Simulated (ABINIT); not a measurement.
**Convergence study of the k-point mesh for Al (Fm-3m, 1 atom in the cell)**

```
Al
1.0
    0.00000     2.03107     2.03107
    2.03107     0.00000     2.03107
    2.03107     2.03107     0.00000
Al
1
Direct
  0.00000   0.00000   0.00000
```

Method of the run: PBEsol, norm-conserving pseudopotentials (PseudoDojo nc-sr-04 PBEsol standard) (plane waves; ABINIT).

Base settings: pseudos = [Al.upf]; ecut = 544 eV; ixc = -116133; occopt = 7; tsmear = 0.00367493 Ha; ngkpt = 14 14 14; nshiftk = 1; shiftk = 0 0 0; potentials = PseudoDojo nc-sr-04 PBEsol standard; nband = 7.

The second cell is the first with its lattice scaled by 0.98.

Only quantities that move along the ladder and can be compared are tabulated.

The count of work is k-points × plane waves × bands × iterations; it is no time. 

The starting cell has typed, rounded lattice constants, without a prior relaxation at this level. Its lattice was rescaled by up to half a per cent. In the base run, with a pressure of about -3 GPa the cell is away from its equilibrium volume at this level.

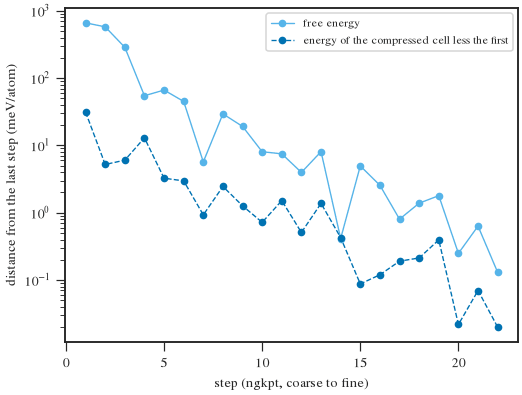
Figure: Distance from the last step along the ladder; very small values are drawn at a floor.

```csv
ngkpt,free energy less the last step's (meV/atom),energy of the compressed cell less the first (meV/atom),pressure (GPa),count of work / last
2 2 2,-662.01,-34.33,-8.43,0.00061
3 3 3,577.71,-8.22,-3.77,0.0015
4 4 4,286.75,3.03,-2.08,0.0030
5 5 5,54.74,9.92,-1.01,0.0037
6 6 6,-66.39,0.25,-2.32,0.0060
7 7 7,-45.04,-5.98,-3.21,0.0077
8 8 8,5.69,-2.08,-2.77,0.011
9 9 9,29.40,-0.56,-2.50,0.013
10 10 10,19.16,-4.28,-2.77,0.018
11 11 11,-8.06,-2.29,-2.75,0.022
12 12 12,-7.50,-1.50,-2.65,0.028
13 13 13,3.97,-3.52,-2.87,0.033
14 14 14,8.08,-4.39,-3.01,0.040
15 15 15,0.41,-3.44,-2.88,0.047
16 16 16,-4.96,-3.10,-2.85,0.057
18 18 18,2.56,-2.89,-2.75,0.077
20 20 20,0.80,-3.20,-2.80,0.10
22 22 22,-1.39,-2.80,-2.78,0.13
24 24 24,1.79,-3.41,-2.84,0.16
27 27 27,-0.25,-3.03,-2.82,0.22
33 33 33,0.63,-3.08,-2.80,0.39
37 37 37,0.13,-3.02,-2.80,0.54
46 46 46,0.00,-3.01,-2.81,1.0
```

Coarsest ngkpt that holds the energy of the compressed cell less the first within 2 meV/atom of the last step, with all finer ones: 10 10 10, at 0.018 of the last step's count of work; the step before is off by 2.5 meV/atom.

Coarsest ngkpt that holds the pressure within 0.05 GPa of the last step, with all finer ones: 20 20 20, at 0.10 of the last step's count of work; the step before is off by 0.06 GPa.

Coarsest ngkpt that holds the free energy within 0.5 meV/atom of the last step, with all finer ones: 37 37 37; the step before is off by 0.63 meV/atom.

The energy difference between the two cells stays within 1 meV/atom of the last step's from 15 15 15 on, the total only from 27 27 27 on: much of the error is common to both cells and cancels.

Two neighbours can agree and both be off: 11 11 11 and 12 12 12 differ by 0.56 meV/atom in the free energy, yet lie about 7.5 meV/atom from the last step.
